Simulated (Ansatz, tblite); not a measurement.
Dissociation curve of SMILES CO[Si](C)(OC)OC (C4H12O3Si). The Si3–C17 bond (Si3 also carries O, O, O; C17 carries H, H, H) is pulled apart rigidly from the PBE0/def2-SVP optimised geometry.

```
20

C      2.6269    -0.2548    -0.7147
O      1.3316    -0.7705    -0.6007
Si     0.0000     0.0000     0.0000
O     -1.3318    -0.7679    -0.6031
C     -1.5319    -2.1474    -0.7204
O      0.0000     1.5379    -0.6011
C     -1.0994     2.3901    -0.7500
H      2.6296     0.7444    -1.1835
H      3.1281    -0.1750     0.2679
H      3.2271    -0.9320    -1.3421
H     -0.6662    -2.6482    -1.1871
H     -2.4164    -2.3278    -1.3510
H     -1.7165    -2.6231     0.2609
H     -1.9542     1.8763    -1.2225
H     -0.8098     3.2386    -1.3894
H     -1.4378     2.8003     0.2196
C      0.0000     0.0000     1.8598
H      0.0157    -1.0276     2.2552
H     -0.8978     0.5008     2.2543
H      0.8822     0.5277     2.2546
```

Computed with: RKS-CAM-B3LYP = restricted CAM-B3LYP/def2-SVP (Ansatz, a program for electronic structure); UKS-PBE = unrestricted PBE/def2-SVP (Ansatz); GFN2-xTB, 300 K electronic temperature (tblite).

Energies are in mEh, each relative to the lowest point of its own curve near equilibrium.

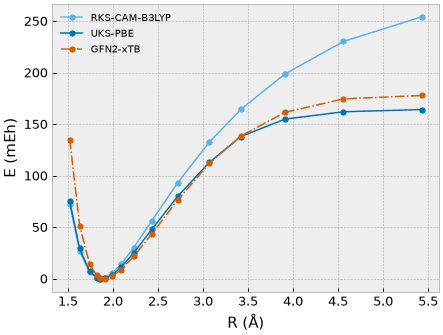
Figure: Energy against bond length for each method.

| R / Å | RKS-CAM-B3LYP | UKS-PBE | GFN2-xTB |
|---|---|---|---|
| 1.52 | 72.0 | 75.2 | 134.8 |
| 1.63 | 27.0 | 29.3 | 51.5 |
| 1.74 | 6.0 | 7.3 | 14.2 |
| 1.82 | 0.5 | 1.0 | 3.2 |
| 1.86 | 0.0 | 0.0 | 0.8 |
| 1.91 | 0.9 | 0.3 | 0.0 |
| 1.99 | 5.2 | 3.6 | 2.2 |
| 2.09 | 14.0 | 11.0 | 8.8 |
| 2.23 | 30.0 | 25.0 | 21.6 |
| 2.43 | 56.0 | 47.7 | 43.3 |
| 2.72 | 93.3 | 80.0 | 76.4 |
| 3.07 | 132.4 | 112.8 | 111.8 |
| 3.42 | 164.3 | 137.9 | 138.4 |
| 3.91 | 198.6 | 154.8 | 161.4 |
| 4.56 | 230.2 | 162.0 | 174.5 |
| 5.43 | 254.2 | 164.1 | 177.8 |

At the longest distance, 5.43 Å, RKS-CAM-B3LYP lies highest above its minimum (254.2 mEh) and UKS-PBE lowest (164.1 mEh).

The restricted form behind RKS-CAM-B3LYP keeps the bonding electrons paired and can't separate into open-shell fragments. The unrestricted determinant behind UKS-PBE is spin-contaminated at 3.42 to 5.43 Å (<S²> up to 1.0, against 0.00 for a pure singlet).
